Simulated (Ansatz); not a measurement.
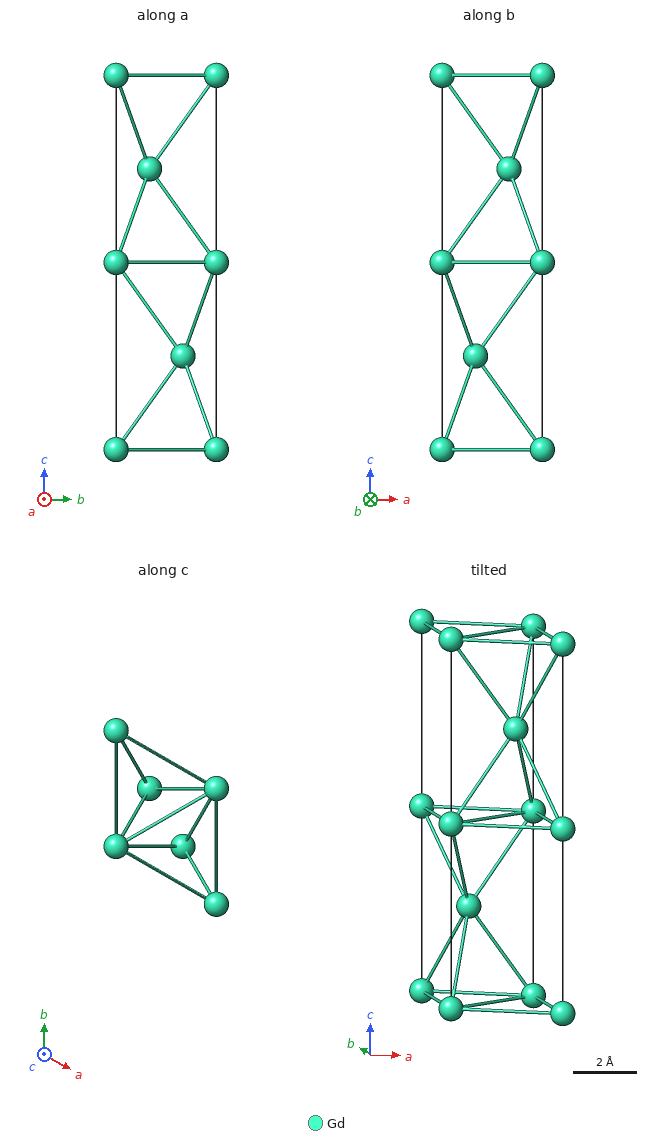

The crystal in a ball-and-stick representation, seen along the a axis, along the b axis, along the c axis and slightly off an axis. The conventional unit cell is drawn as a box.

Lattice parameters: a = 3.6925 Å, b = 3.6925 Å, c = 11.9363 Å, α = 90.000°, β = 90.000°, γ = 120.000°.

Give the atomic positions as a CIF in P1 with every atom of the cell.

Answer.
```cif
data_structure
_symmetry_space_group_name_H-M 'P 1'
_symmetry_Int_Tables_number 1
_cell_length_a 3.6925
_cell_length_b 3.6925
_cell_length_c 11.9363
_cell_angle_alpha 90.000
_cell_angle_beta 90.000
_cell_angle_gamma 120.000
_cell_volume 140.94
loop_
_atom_site_label
_atom_site_type_symbol
_atom_site_fract_x
_atom_site_fract_y
_atom_site_fract_z
_atom_site_occupancy
Gd1 Gd 0.0000 0.0000 0.0000 1
Gd2 Gd 0.0000 0.0000 0.5000 1
Gd3 Gd 0.3333 0.6667 0.2500 1
Gd4 Gd 0.6667 0.3333 0.7500 1
```

The model was built from a structure type filled with this element by a generator (whether the element takes this form wasn't checked). Earlier steps of the study may have refined or changed the cell and positions. An electronic-structure calculation with Ansatz was run on it.
